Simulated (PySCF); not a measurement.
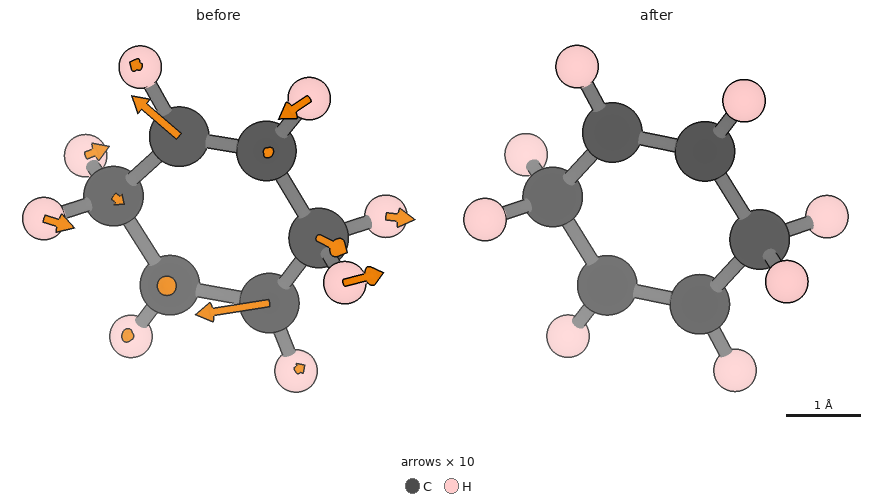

The structure of C$_{6}$H$_{8}$ before (left) and after (right) a relaxation, at one scale. The orange arrows give the displacements, 10 times their true length.

Style: ball-and-stick. Shown at a tilt.

The start comes from MMFF94s. Its atoms were then displaced at random by about 0.03 Å.

Computed with PBE0-D3(BJ)/def2-SVP geometry optimisation, gas phase in PySCF. 

**Summarise the run.**

Over 8 geometry steps the energy falls by 1.251 eV. A C atom moves most after the best rigid fit: 0.11 Å. By element the largest moves are C 0.11 Å, H 0.07 Å. Among the contacts that change: C–C 1.380 → 1.497 Å, C–C 1.441 → 1.336 Å, C–H 1.195 → 1.108 Å, C–C 1.251 → 1.336 Å. Bond angles that change, for instance: C–C–H 127.9° → 117.1°, C–C–H 110.9° → 119.4°, C–C–C 129.7° → 123.5°. Cost: 47 s on 1 thread of Arm Neoverse V1 (shared host).
